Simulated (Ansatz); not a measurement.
# C3F5N: harmonic frequencies at the relaxed geometry, by script

At which frequencies does C3F5N vibrate? Wanted for C3F5N: harmonic frequencies at the relaxed geometry. SMILES: N#CC(F)(F)C(F)(F)F.

Computed with Ansatz 0.2.0 through its Python package. Level of theory: B3LYP/6-31G*.

## (1) The system

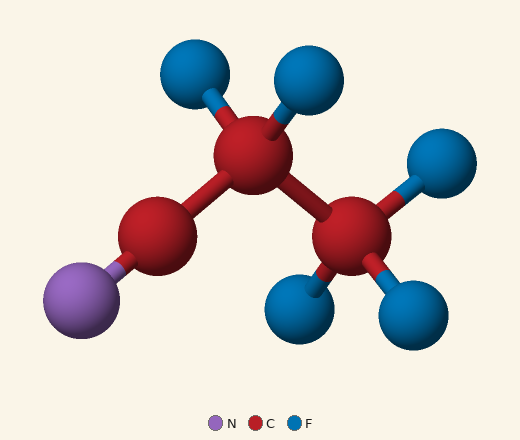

The starting structure, viewed from a chosen angle; nitrogen purple, carbon red, fluorine blue.

The script holds or builds the structure itself.

## (2) The code

freq.py

```python
# -*- coding: utf-8 -*-
import itertools

import ansatz
from ase.data import atomic_numbers, covalent_radii
import numpy as np
from rdkit import Chem
from rdkit.Chem import AllChem


def main():
    rd = Chem.AddHs(Chem.MolFromSmiles("N#CC(F)(F)C(F)(F)F"))
    AllChem.EmbedMolecule(rd, randomSeed=194)
    AllChem.UFFOptimizeMolecule(rd)
    system = ansatz.Crystal.molecule()
    for atom, xyz in zip(rd.GetAtoms(), rd.GetConformer().GetPositions()):
        system = system.atom(atom.GetSymbol(), xyz.round(5).tolist())

    calculation = (
        system.calculation()
        .basis(gaussian="6-31G*")
        .functional("b3lyp")
    )
    symbols = [site.symbol for site in system.cartesian_sites]
    start = np.array([site.position_ang for site in system.cartesian_sites], dtype=float)
    summary = calculation.relax(force_tolerance=0.003, max_steps=100).run().report
    end = np.array(summary["positions_ang"])

    radius = [covalent_radii[atomic_numbers[s]] for s in symbols]
    span = lambda where, i, j: np.linalg.norm(where[i] - where[j])
    bonded = [(i, j) for i, j in itertools.combinations(range(len(symbols)), 2) if min(span(start, i, j), span(end, i, j)) < 1.2 * (radius[i] + radius[j])]
    print("pair        before    after (A)")
    for i, j in bonded:
        print(f"{symbols[i]}{i}-{symbols[j]}{j}".ljust(10), f"{span(start, i, j):8.4f} {span(end, i, j):8.4f}")

    minimum = ansatz.Crystal.molecule()
    for symbol, place in zip(symbols, end):
        minimum = minimum.atom(symbol, place.tolist())
    vibrating = (
        minimum.calculation()
        .basis(gaussian="6-31G*")
        .functional("b3lyp")
        .phonons(temperatures=(100, 500, 100))
    )
    vib = vibrating.run().report["vibrations"]
    sums = vib["harmonic_sums"]
    modes = [m["omega_inv_cm"] for m in sums["modes_at_gamma"] if m["rigid_motion"] == "no"]
    print("frequencies (1/cm):", " ".join(f"{w:.0f}" for w in modes))
    print("imaginary modes:", sum(w < 0 for w in modes), " zero-point energy:", round(sums["zero_point_energy_ev"], 4), "eV")
    print("T (K)   F_vib (eV)   S_vib (meV/K)   C_vib (meV/K)")
    for row in zip(sums["temperatures_k"], sums["vibrational_free_energy_ev"], vib["entropy_ev_per_k"], vib["heat_capacity_ev_per_k"]):
        print(f"{row[0]:6.1f} {row[1]:11.4f} {1000 * row[2]:13.4f} {1000 * row[3]:15.4f}")


if __name__ == "__main__":
    main()
```

## (3) The calls as engine input

The package turns the script's settings into the engine's input (first run):

```yaml
crystal:
  periodic: [false, false, false]
  atoms:
    - { symbol: "N", position_ang: [2.26386, -0.4552, -1.29445] }
    - { symbol: C, position_ang: [1.42202, -0.05067, -0.61103] }
    - { symbol: C, position_ang: [0.35408, 0.4628, 0.25619] }
    - { symbol: F, position_ang: [0.11704, 1.78816, -0.06115] }
    - { symbol: F, position_ang: [0.76934, 0.3843, 1.57334] }
    - { symbol: C, position_ang: [-0.93132, -0.34671, 0.07389] }
    - { symbol: F, position_ang: [-0.71173, -1.67416, 0.39993] }
    - { symbol: F, position_ang: [-1.91777, 0.15858, 0.90156] }
    - { symbol: F, position_ang: [-1.36552, -0.2671, -1.23828] }
basis:
  gaussian:
    orbitals: "6-31G*"
hamiltonian:
  xc: b3lyp
relax:
  f_tol: 0.003
  max_steps: 100
```

## (4) Launch

Started as:

```
python freq.py
```

Standard output:

```text
pair        before    after (A)
N0-C1        1.1573   1.1581
C1-C2        1.4684   1.4793
C2-F3        1.3833   1.3531
C2-F4        1.3833   1.3531
C2-C5        1.5300   1.5509
C5-F6        1.3844   1.3381
C5-F7        1.3833   1.3344
C5-F8        1.3844   1.3381
frequencies (1/cm): 53 126 187 209 260 351 394 430 477 543 563 624 680 768 1065 1198 1207 1265 1274 1349 2392
imaginary modes: 0  zero-point energy: 0.9555 eV
T (K)   F_vib (eV)   S_vib (meV/K)   C_vib (meV/K)
 100.0      0.9471        0.2172          0.3101
 200.0      0.9092        0.5424          0.6564
 300.0      0.8389        0.8608          0.9188
 400.0      0.7380        1.1533          1.1149
 500.0      0.6091        1.4186          1.2614
```

It took 2.5 min on 1 thread of Intel Xeon 6975P-C (Granite Rapids), shared host; peak memory 0.48 GiB.

## (5) Inputs of later runs

The engine's inputs for the other runs:

Run 2, against run 1:

```diff
@@ -4,9 +4,9 @@
-    - { symbol: "N", position_ang: [2.26386, -0.4552, -1.29445] }
-    - { symbol: C, position_ang: [1.42202, -0.05067, -0.61103] }
-    - { symbol: C, position_ang: [0.35408, 0.4628, 0.25619] }
-    - { symbol: F, position_ang: [0.11704, 1.78816, -0.06115] }
-    - { symbol: F, position_ang: [0.76934, 0.3843, 1.57334] }
-    - { symbol: C, position_ang: [-0.93132, -0.34671, 0.07389] }
-    - { symbol: F, position_ang: [-0.71173, -1.67416, 0.39993] }
-    - { symbol: F, position_ang: [-1.91777, 0.15858, 0.90156] }
-    - { symbol: F, position_ang: [-1.36552, -0.2671, -1.23828] }
+    - { symbol: "N", position_ang: [2.2930332451652515, -0.44602790751914656, -1.298212964488405] }
+    - { symbol: C, position_ang: [1.4461088038716068, -0.046350317476187265, -0.6169330902640818] }
+    - { symbol: C, position_ang: [0.3601483434567615, 0.4594378614432816, 0.25088128074812965] }
+    - { symbol: F, position_ang: [0.10520412584300544, 1.7528212589343521, -0.05395556771088413] }
+    - { symbol: F, position_ang: [0.743694431356256, 0.37868346165623595, 1.5459232875007596] }
+    - { symbol: C, position_ang: [-0.9527991638739204, -0.3483817798643017, 0.0810239516637264] }
+    - { symbol: F, position_ang: [-0.7347803165548014, -1.63066503860107, 0.39512962612609065] }
+    - { symbol: F, position_ang: [-1.8936504285328837, 0.1505938132816588, 0.8850763299046287] }
+    - { symbol: F, position_ang: [-1.3669590407312755, -0.2701113518548231, -1.1889328534799644] }
@@ -18,3 +18,5 @@
-relax:
-  f_tol: 0.003
-  max_steps: 100
+phonons:
+  temperatures:
+    t_min: 100.0
+    t_max: 500.0
+    t_step: 100.0
```

## (6) What each run gave

The 2 runs, in the order started:

```csv
run,kind of run,energy from run 2 (eV),SCF cycles in all,CPU time (s)
1,relaxation,0.0000,71,35
2,phonons,0.0000,221,110
```

## (7) How the relaxation of run 1 went

Relaxation path:

| step | E - E(step 1) (eV) | largest force component (eV/Å) |
| --- | --- | --- |
| 1 | 0.0000 | 2.1626 |
| 2 | -0.1706 | 0.9185 |
| 3 | -0.2041 | 0.1485 |
| 4 | -0.2051 | 0.0392 |
| 5 | -0.2051 | 0.0064 |
| 6 | -0.2051 | 0.0072 |
| 7 | -0.2052 | 0.0005 |

Step 1 is the start.

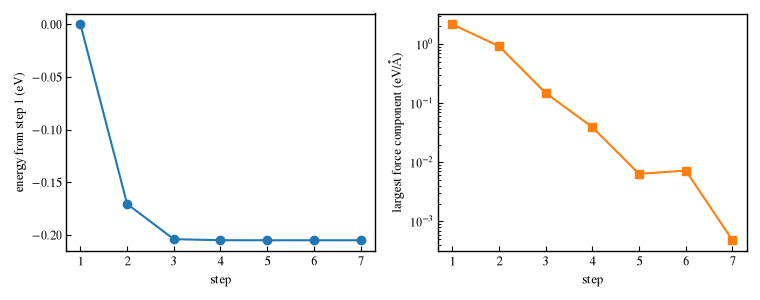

Energy and largest force along the relaxation.

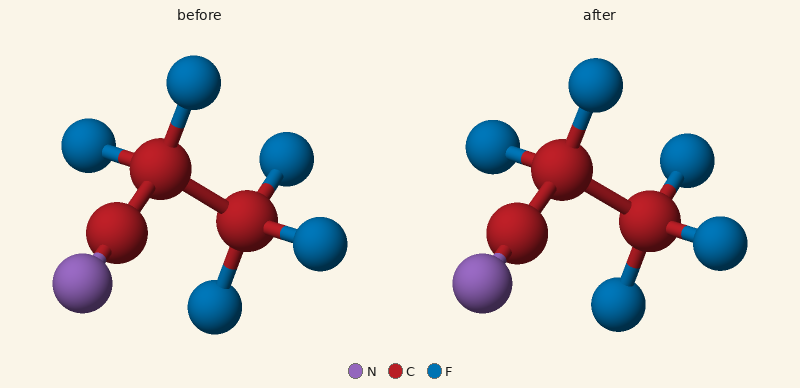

Before and after, at one scale.

Before: Bond lengths: N1–C2 1.157 Å, C2–C3 1.468 Å, C3–F4 1.383 Å, C3–F5 1.383 Å, C3–C6 1.530 Å, C6–F7 1.384 Å, C6–F8 1.383 Å, C6–F9 1.384 Å. Angles: N1–C2–C3 180.0°, C2–C3–F4 108.9°, C2–C3–F5 108.9°, C2–C3–C6 110.8°, F4–C3–F5 108.9°, F4–C3–C6 109.6°, F5–C3–C6 109.6°, C3–C6–F7 110.2°, C3–C6–F8 109.5°, C3–C6–F9 110.2°, F7–C6–F8 108.8°, F7–C6–F9 109.2°, F8–C6–F9 108.8°.

After: Bond lengths: N1–C2 1.158 Å, C2–C3 1.479 Å, C3–F4 1.353 Å, C3–F5 1.353 Å, C3–C6 1.551 Å, C6–F7 1.338 Å, C6–F8 1.334 Å, C6–F9 1.338 Å. Angles: N1–C2–C3 179.7°, C2–C3–F4 109.5°, C2–C3–F5 109.5°, C2–C3–C6 112.3°, F4–C3–F5 109.0°, F4–C3–C6 108.3°, F5–C3–C6 108.3°, C3–C6–F7 109.6°, C3–C6–F8 109.6°, C3–C6–F9 109.6°, F7–C6–F8 109.4°, F7–C6–F9 109.2°, F8–C6–F9 109.4°.

## (8) Harmonic frequencies

Frequencies (cm⁻¹; negative: imaginary): 53, 126, 187, 209, 260, 351, 394, 430, 477, 543, 563, 624, 680, 768, 1065, 1198, 1207, 1265, 1274, 1349, 2392.

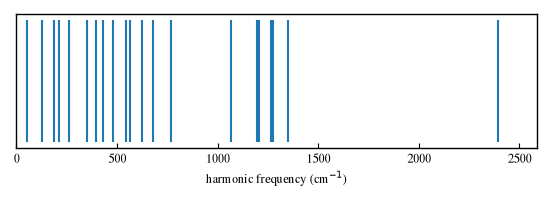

The harmonic frequencies as lines of equal height (no intensities).

## (9) Outcome

| quantity | value |
| --- | --- |
| runs compared | 2 |
| moves of the relaxation of run 1 | 6 |
| energy gained in run 1 | 0.205 eV |
| last largest force component of run 1 | 0.0005 eV/Å |
| highest frequency | 2392 cm⁻¹ |
| imaginary modes | 0 |
| zero-point energy | 0.955 eV |

In words: Run 1: The relaxation took 6 moves; the largest shift is 0.049 Å. All frequencies are real, so the geometry is a minimum. The values are harmonic; measured fundamentals also hold anharmonic shifts, mostly downward for stretches. What to keep in mind:
- The frequencies are harmonic and unscaled, in a modest basis.
- b3lyp holds the VWN-RPA fit, as in Gaussian; the form of ORCA and Turbomole is b3lyp5.
- The result belongs to the one conformer reached from this start, and soft torsions count as harmonic oscillators.
